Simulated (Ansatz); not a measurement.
# SiH₃+ (triplet): wave-function methods side by side at distance Si1–H3 = 2.757 Å, cc-pVDZ, part 2 of 2

Ansatz 0.2.0, Gaussian basis; cc-pVDZ, core rule «outside noble gas», up to 5 orbitals frozen. The steps go on from the part before.

## (13) CASSCF and NEVPT2, 6 electrons in 7 orbitals

File in.yaml:

```yaml
crystal:
  periodic: [false, false, false]
  atoms:
    - {symbol: Si, position_ang: [-0.008932, 0.075730, -0.110978]}
    - {symbol: H, position_ang: [-0.008932, -1.217417, -0.855710]}
    - {symbol: H, position_ang: [0.706062, -0.571057, 2.471947]}
    - {symbol: H, position_ang: [-0.448253, -0.321682, 1.476076]}
basis:
  gaussian: {orbitals: cc-pVDZ}
total_charge: 1
magnetization: {spin_polarized: false, initial_magnetization: 2}
correlation: {method: sc_nevpt2, electrons: outside_noble_gas, active_space: {window: {electrons: 6, orbitals: 7}, shells: [{species: H, l: s, shell: 1}, {species: Si, l: s, shell: 3}, {species: Si, l: p, shell: 3}]}}
```

Launch:

```sh
$ ansatz run in.yaml --threads 1 --pin off --events-out ev --progress --plain --max-ram 2393MiB
```

Standard output:

```text
Functional definition: HF
  name "HF"
  cite "Fock, Z. Phys. 61, 126 (1930) doi:10.1007/BF01340294"
  parent pbe
  exchange = exact_x
  correlation = 0
610 factors; integrals over basis functions are off by at most 2.4e-7 eV
mean field evaluation 1: about -7895.1399 eV, gradient 6.9e0 eV
mean field evaluation 2: about -7895.1417 eV, gradient 6.9e0 eV
mean field evaluation 4: about -7896.2662 eV, gradient 2.3e0 eV
mean field evaluation 8: about -7896.5751 eV, gradient 3.6e-1 eV
mean field evaluation 16: about -7892.4449 eV, gradient 6.7e0 eV
mean field -7896.57785587 eV, -290.1938837106 hartree, gradient 2.9e-6 eV, S^2 2.000000; 1 other end points of the search recorded, 0 dependent functions left out
reference -7896.57785587 eV, -290.1938837106 hartree; 9, 7 occupied and 24, 26 virtual orbitals, 610 factors
state -7897.82624031 eV, -290.2397609923 hartree
state -7897.82624031 eV, -290.2397609923 hartree; corrected -7898.80516758 eV, -290.2757359059 hartree
Total energy: -7898.80516758 eV, -290.2757359059 hartree
Checks for a lower state left out: starts, orbital_swaps
```

Wall time 1.6 s (1 thread of AMD EPYC 7B13, shared host).

From the report: 1,225 determinants; active occupations 1.97, 1.94, 1.01, 0.99, 0.04, 0.03, 0.02.

## (14) Full CI

Edit in.yaml of step 13 so:

```diff
@@ -11,2 +11,2 @@
 magnetization: {spin_polarized: false, initial_magnetization: 2}
-correlation: {method: sc_nevpt2, electrons: outside_noble_gas, active_space: {window: {electrons: 6, orbitals: 7}, shells: [{species: H, l: s, shell: 1}, {species: Si, l: s, shell: 3}, {species: Si, l: p, shell: 3}]}}
+correlation: {method: fci, electrons: outside_noble_gas}
```

The command is unchanged.

Standard output:

```text
Functional definition: HF
  name "HF"
  cite "Fock, Z. Phys. 61, 126 (1930) doi:10.1007/BF01340294"
  parent pbe
  exchange = exact_x
  correlation = 0
610 factors; integrals over basis functions are off by at most 2.4e-7 eV
mean field evaluation 1: about -7895.1399 eV, gradient 6.9e0 eV
mean field evaluation 2: about -7895.1417 eV, gradient 6.9e0 eV
mean field evaluation 4: about -7896.2662 eV, gradient 2.3e0 eV
mean field evaluation 8: about -7896.5751 eV, gradient 3.6e-1 eV
mean field evaluation 16: about -7892.4449 eV, gradient 6.7e0 eV
mean field -7896.57785587 eV, -290.1938837106 hartree, gradient 2.9e-6 eV, S^2 2.000000; 1 other end points of the search recorded, 0 dependent functions left out
mean field evaluation 32: about -7896.6626 eV, gradient 1.4e-4 eV
5 core orbitals not correlated: weight in the atoms' cores, before any rotation towards them, 1.000 or more for the frozen orbitals, at most 0.000 for the correlated occupied ones
reference -7896.57785587 eV, -290.1938837106 hartree; 4, 2 occupied and 24, 26 virtual orbitals, 610 factors
state -7899.24325791 eV, -290.2918354289 hartree
Total energy: -7899.24325791 eV, -290.2918354289 hartree
```

Wall time 34 s (1 thread of AMD EPYC 7B13, shared host); peak memory 0.86 GiB.

From the report: 10,732,176 determinants, symmetry A.

## (15) Natural occupations

Natural occupations of the FCI state about the gap (report; correlated orbitals 1 to 10): 1.949, 1.916, 1.000, 0.984, 0.047, 0.030, 0.025, 0.010, 0.008, 0.007. The count of effectively unpaired electrons, Σ n²(2 − n)², is 2.05; a single determinant of this spin has 2.

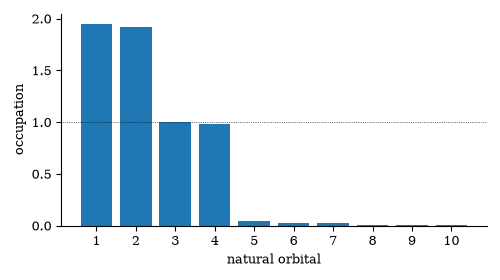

Natural occupations of the FCI state.

## (16) Misses and costs

The yardstick is full CI for this spin, exact in this basis with these frozen cores. Rows without a time come out of other runs: HF, MP2 and CCSD of CCSD(T), CCSDT of CCSDT(Q), CASSCF and MRCISD of the multireference runs.

Differences are taken before rounding.

| method | energy from the lowest ROHF (meV) | from FCI (meV) | time |
| --- | --- | --- | --- |
| ROHF | 0.0 | +2665.4 |  |
| UHF | -84.8 | +2580.7 |  |
| RMP2 | -1884.7 | +780.7 |  |
| UMP2 | -1906.3 | +759.1 |  |
| CISD | -2502.6 | +162.9 | 0.37 s |
| RCCSD | -2572.8 | +92.7 |  |
| UCCSD | -2574.6 | +90.8 |  |
| RCCSD(T) | -2633.7 | +31.7 | 0.42 s |
| UCCSD(T) | -2634.2 | +31.3 | 0.57 s |
| BCCD(T) | -2634.5 | +30.9 | 0.57 s |
| RCCSDT | -2663.8 | +1.7 |  |
| UCCSDT | -2664.1 | +1.3 |  |
| RCCSDT(Q) | -2665.1 | +0.3 | 3.4 s |
| UCCSDT(Q) | -2665.7 | -0.2 | 3.4 s |
| CASSCF pair | -541.7 | +2123.7 |  |
| NEVPT2 pair | -1975.3 | +690.2 | 0.33 s |
| MRCISD pair | -2522.3 | +143.1 |  |
| MRCISD+Q pair | -2643.5 | +21.9 | 0.57 s |
| CASSCF valence | -1248.4 | +1417.0 |  |
| NEVPT2 valence | -2227.3 | +438.1 | 1.6 s |
| MRCISD valence | -2609.4 | +56.0 |  |
| MRCISD+Q valence | -2653.6 | +11.9 | 2.1 s |
| MRCISD+Q(relaxed) valence | -2681.0 | -15.5 | 2.7 s |
| FCI | -2665.4 | 0 | 34 s |

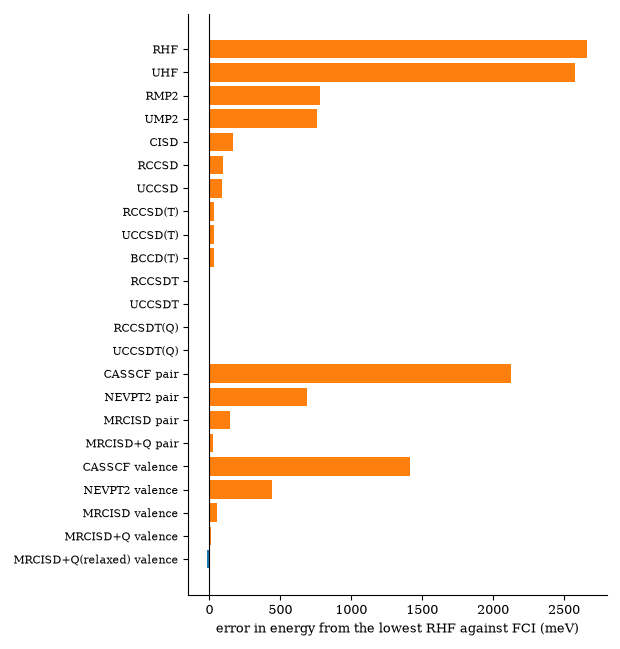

How far each level lands from FCI.

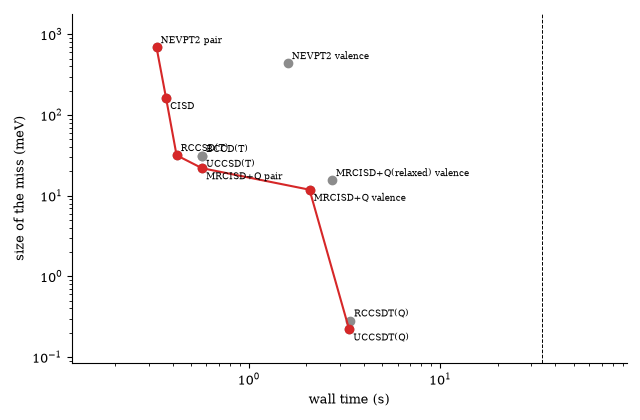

Accuracy for the time spent; red marks the levels that beat every quicker one drawn (of those quicker than the yardstick), and the dashed line is the time of FCI. Times are from a shared host. Runs this short are mostly start-up, so their order is noise.

## (17) Results

The summary covers parts 1 to 2.

| quantity | value |
| --- | --- |
| FCI from the ROHF energy | -2.6654 eV |
| RMP2 from FCI | +780.7 meV |
| UMP2 from FCI | +759.1 meV |
| RCCSD from FCI | +92.7 meV |
| RCCSD(T) from FCI | +31.7 meV |
| UCCSD(T) from FCI | +31.3 meV |
| RCCSDT(Q) from FCI | +0.3 meV |
| UCCSDT(Q) from FCI | -0.2 meV |
| NEVPT2 pair from FCI | +690.2 meV |
| MRCISD+Q pair from FCI | +21.9 meV |
| NEVPT2 valence from FCI | +438.1 meV |
| levels within 1 kcal/mol (43 meV) | RCCSD(T), UCCSD(T), BCCD(T), RCCSDT, UCCSDT, RCCSDT(Q), UCCSDT(Q), MRCISD+Q pair, MRCISD+Q valence, MRCISD+Q(relaxed) valence |
| T1 diagnostic | 0.046 |
| effectively unpaired electrons | 2.05 |

**Reading.** RCCSD(T) lands +31.7 meV from the yardstick (1.2 % of the correlation energy). MRCISD+Q(relaxed) valence falls below full CI: the +Q correction isn't variational, and the cores differ from full CI's. The occupations are near whole numbers, but T1 = 0.046 shows that the orbitals relax strongly. Of the multireference levels listed MRCISD+Q valence comes nearest in total energy (+11.9 meV), which doesn't show that its space is the better one. These misses are within one basis, not against nature; the frozen cores of restricted and unrestricted runs differ, which can shift their rows.

Levels on UHF freeze UHF's core orbitals, full CI those of ROHF, so the U rows can settle a little off it for that reason alone.

With open shells the CI space here admits some triples and quadruples, so it is larger than plain CISD.
